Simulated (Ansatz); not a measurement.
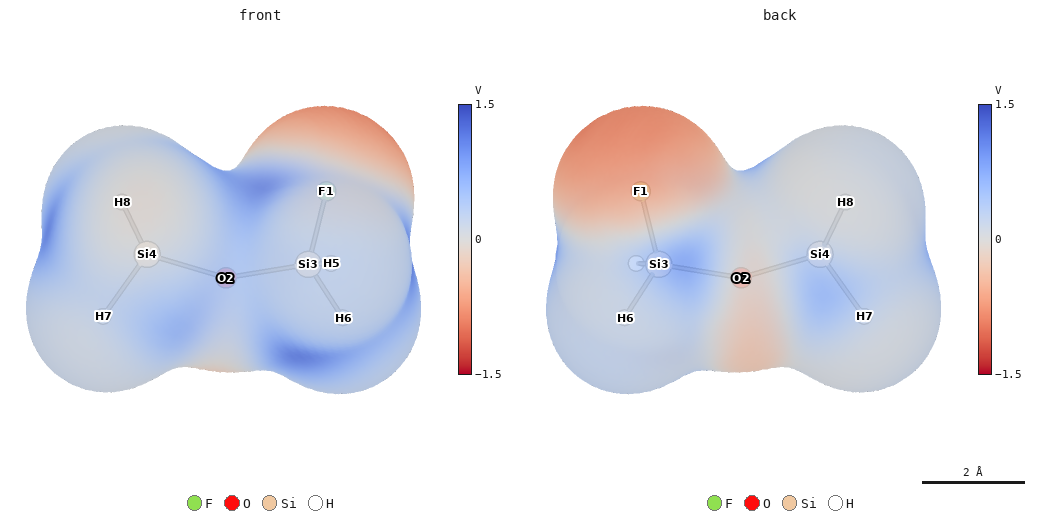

Figure. FH4OSi2 (SMILES F[SiH2]O[SiH2]) (doublet). The molecular electrostatic potential painted on the density surface at 0.001 e/bohr³, seen from the front and from behind; the colour scale runs from red (negative) to blue (positive).

Geometry: B3LYP/6-31G*.

Computed with isolated molecule in a Gaussian basis; Kohn-Sham density functional theory, functional PBE0 in Ansatz 0.2.0.

Input

```
crystal:
  periodic: [false, false, false]
  atoms:
    - {symbol: F, position_ang: [-0.618448, 2.897398, 1.941080]}
    - {symbol: O, position_ang: [-0.350077, 0.255174, 1.787020]}
    - {symbol: Si, position_ang: [-0.892178, 1.601301, 1.026171]}
    - {symbol: Si, position_ang: [0.910283, -0.600957, 2.456544]}
    - {symbol: H, position_ang: [-0.164405, 1.790615, -0.250348]}
    - {symbol: H, position_ang: [-2.351887, 1.464679, 0.836936]}
    - {symbol: H, position_ang: [0.541282, -2.047289, 2.424496]}
    - {symbol: H, position_ang: [1.119940, -0.164340, 3.870637]}
basis:
  gaussian:
    orbitals: def2-TZVPD
magnetization:
  spin_polarized: true
  initial_magnetization: 1
hamiltonian:
  xc: pbe0
output: {forces: true, orbitals: {seedname: orbitals}}
```

Run with:

```sh
ansatz run input.yaml --threads 1 --pin off --max-ram 2610MiB --events-out events.jsonl --progress --plain --runs-dir runs
```

### Describe the electrostatic potential map.

The most negative region (about −0.8 V) lies over F1, the most positive (about +1.1 V) over Si3.

### How polar is the molecule by this calculation?

Its dipole moment is 1.13 D.
